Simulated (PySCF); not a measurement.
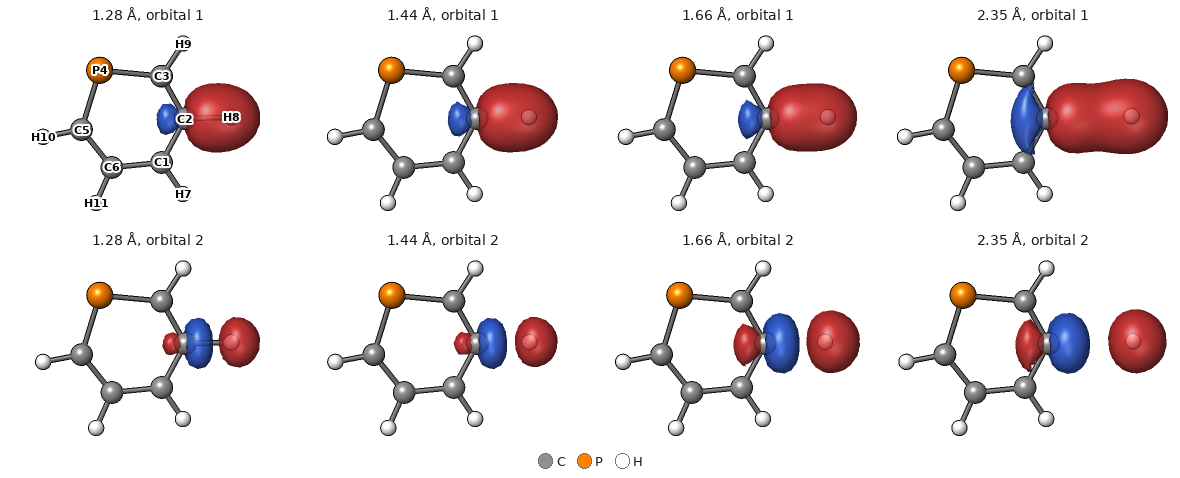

C₅H₅P, SMILES `c1ccpcc1`. Rigid stretch of the C2–H8 bond. The two CASSCF(2,2) natural orbitals nearest half filling (orbital 1 the more occupied).

Level of theory: 6-31G* basis (PySCF), at a geometry from GFN2-xTB. No frequency check shows the geometry to be a minimum. GFN2-xTB bond lengths at metals and heavier atoms can be off by up to 0.1 Å and shapes distorted, which carries into these values.

The calculation's input:

```python
import numpy as np
from pyscf import gto, scf, mcscf

mol = gto.M(atom='''
C     -1.67761    -0.00003     0.00000
C     -1.01068    -1.21520     0.00000
C      0.36359    -1.32747     0.00000
P      1.47972     0.00004     0.00000
C      0.36350     1.32750     0.00000
C     -1.01076     1.21514     0.00000
H     -2.75829    -0.00006     0.00000
H     -1.60094    -2.12338     0.00000
H      0.79825    -2.31990     0.00000
H      0.79809     2.31996     0.00000
H     -1.60108     2.12328     0.00000
''', basis='6-31g*', charge=0, spin=0, verbose=4)
# stretch the bond between atoms 2 and 8, from long to short, fragments rigid
a, b, move = 1, 7, [7]
xyz = mol.atom_coords(unit='Angstrom')
u = xyz[b] - xyz[a]
r0 = np.linalg.norm(u)
rows, last, dm_u = [], None, None
for r in [3.0, 2.35, 1.93, 1.66, 1.44, 1.28, 1.18, 1.07, 0.98]:
    new = xyz.copy()
    new[move] += u / r0 * (r - r0)
    m = mol.set_geom_(new, unit='Angstrom', inplace=False)
    rhf = scf.RHF(m).density_fit(auxbasis='def2-universal-jkfit').run()
    uhf = scf.UHF(m).density_fit(auxbasis='def2-universal-jkfit').newton()
    if dm_u is None:
        c = rhf.mo_coeff
        h = m.nelectron // 2 - 1
        ca, cb = c.copy(), c.copy()
        ca[:, h], cb[:, h] = (c[:, h] + c[:, h + 1]) / 2**.5, (c[:, h] - c[:, h + 1]) / 2**.5
        dm_u = np.array([x[:, :h + 1] @ x[:, :h + 1].T for x in (ca, cb)])
    uhf.kernel(dm0=dm_u)
    for _ in range(3):
        c, _, stable, _ = uhf.stability(return_status=True)
        if stable:
            break
        uhf.kernel(c, uhf.mo_occ)
    dm_u = uhf.make_rdm1()
    mc = mcscf.CASSCF(rhf, 2, 2)
    mc.natorb = True
    mc.fix_spin_(ss=0)
    guess = mcscf.addons.make_natural_orbitals(uhf)[1] if last is None else mcscf.project_init_guess(mc, last.mo_coeff, last.mol)
    mc.kernel(guess)
    last = mc
    act = slice(mc.ncore, mc.ncore + mc.ncas)
    print('r %.3f  RHF %.6f  UHF %.6f  <S^2> %.3f  CASSCF %.6f  occupations' % (r, rhf.e_tot, uhf.e_tot, uhf.spin_square()[0], mc.e_tot), mc.mo_occ[act].round(4))
    rows.append((new, rhf.e_tot, uhf.e_tot, uhf.spin_square()[0], mc.e_tot, mc.mo_occ[act], mc.mo_coeff[:, act], dm_u[0] - dm_u[1], rhf.converged and uhf.converged and mc.converged))
    np.savez('result.npz', **{k: [row[i] for row in rows] for i, k in enumerate('xyz rhf uhf s2 cas occ c spin ok'.split())})
```

Launched as:

```sh
OMP_NUM_THREADS=1 python input.py
```

The run took 6.8 min on 1 thread of Arm Neoverse V2, on a shared host, peak memory 0.28 GiB.

How do the occupations change along the stretch?

Answer. 1.28 Å: 1.97 and 0.03; 1.44 Å: 1.95 and 0.05; 1.66 Å: 1.90 and 0.10; 2.35 Å: 1.60 and 0.40. At the longest distance computed (3.00 Å) they are 1.27 and 0.73, and the effective number of unpaired electrons is 1.7.

UHF's ⟨S²⟩ passes 1 along the scan (up to 1.82), so it also polarises electrons outside the stretched bond; its energy lowering isn't due to that bond alone.

UHF already breaks spin symmetry near equilibrium here (⟨S²⟩ = 0.68 at 1.07 Å), for reasons apart from this bond.

How much energy does the stretch cost?

Answer. By CASSCF, 4.5 eV from the lowest point of the scan (1.07 Å) to 3.00 Å; RHF gives 7.7 eV from its own lowest point. The fragments aren't relaxed and dynamic correlation is missing, so this isn't a bond dissociation energy.
